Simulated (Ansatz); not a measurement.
# ClH$_{2}$NSi (SMILES N[Si]Cl): what the fields show

Input file:

```
crystal:
  periodic: [false, false, false]
  atoms:
    - {symbol: Cl, position_ang: [-1.152473, -0.934204, -1.054869]}
    - {symbol: N, position_ang: [0.850644, 0.917232, -0.078190]}
    - {symbol: Si, position_ang: [-0.688037, 1.105950, -0.786382]}
    - {symbol: H, position_ang: [1.316217, 0.040346, 0.114981]}
    - {symbol: H, position_ang: [1.399678, 1.719637, 0.197001]}
basis:
  gaussian:
    orbitals: def2-TZVPD
hamiltonian:
  xc: {name: PBE0}
output: {forces: true, orbitals: {seedname: orbitals}}
```

Run with:

```sh
ansatz run input.yaml --threads 2 --pin off --max-ram 4350MiB --events-out events.jsonl --progress --plain --runs-dir runs
```

Geometry: r2SCAN-D4/def2-TZVP.

Theory: isolated molecule in a Gaussian basis; Kohn-Sham density functional theory, functional PBE0 in Ansatz.

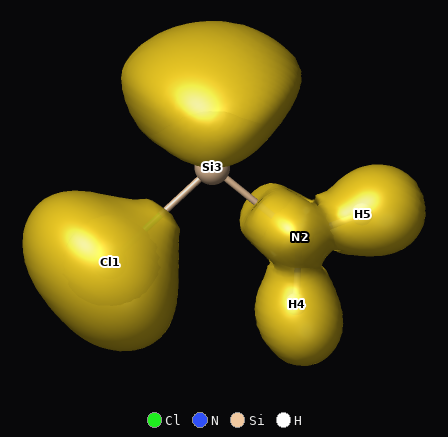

Figure 1. Isosurface of the electron localisation function at 0.75 (yellow), seen across its widest extent. Only the valence region is drawn (cores and ρ < 0.01 e/Å³ removed).

Question: What do the ELF domains correspond to?

Answer: The surface consists of one region on Cl in which the atom's valence shell and bonds are merged, one lobe on Si, pointing away from the bonds (lone pairs) and one joined region spread over several atoms (H, N), in which their bonds and any lone pairs are merged. Profiles from the grid: Si–N (1.70 Å): the ELF peaks at about 0.90 between the atoms, as expected for a polar covalent bond. Si–Cl (2.11 Å): the ELF peaks at about 0.85 between the atoms, as expected for a polar covalent bond.

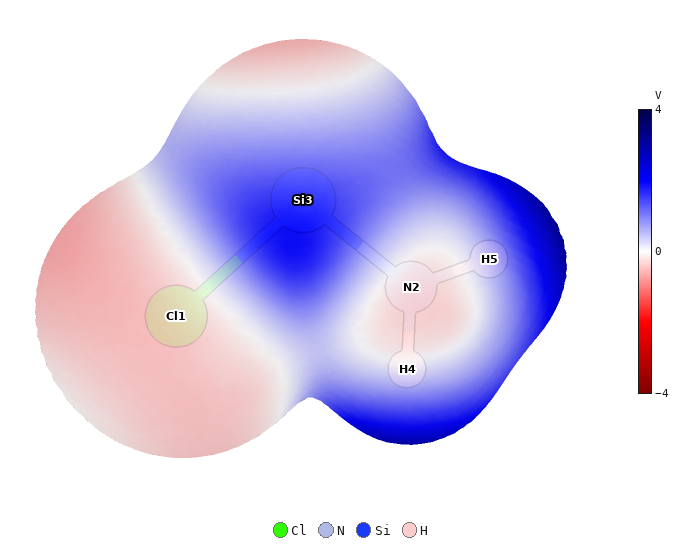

Figure 2. The electrostatic potential painted on the density surface at 0.004 e/bohr³, seen across its widest extent; red is negative and blue positive.

Question: Where is the surface potential most negative and most positive?

Answer: The most negative region (about −0.7 V, or −16 kcal/mol for a unit charge) lies over Cl1, the most positive (about +3.1 V, or +71 kcal/mol for a unit charge) over H5.

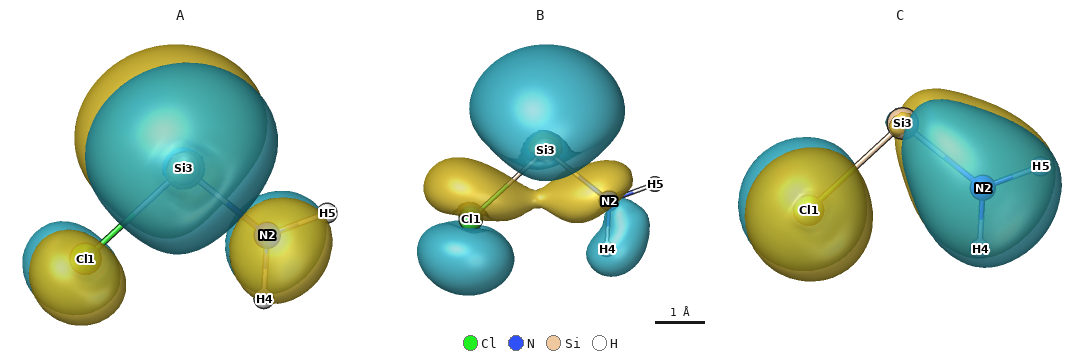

Figure 3. Three frontier orbitals at ±0.08 Å⁻³ᐟ² (yellow and cyan are the two phases), in no order.

Question: Order the three orbitals by energy and name them.

Answer: C is the HOMO−1 (−8.56 eV). It lies mainly on N2 (about 50 %) and Cl1 (about 30 %); it changes sign across the molecular plane (π type); π-antibonding (a node) across Cl1–Si3. B is the HOMO (−7.19 eV). By Hirshfeld shares it lies mainly on Si3 (about 70 %), Cl1 (about 20 %) and N2 (about 10 %); it is symmetric in the molecular plane (an in-plane orbital: σ, lone-pair or in-plane π type). A is the LUMO (−1.64 eV). It lies mainly on Si3 (about 75 %), N2 (about 10 %) and Cl1 (about 10 %); it changes sign across the molecular plane (π type).

Question: What is the HOMO–LUMO gap?

Answer: 5.55 eV between the orbital energies.
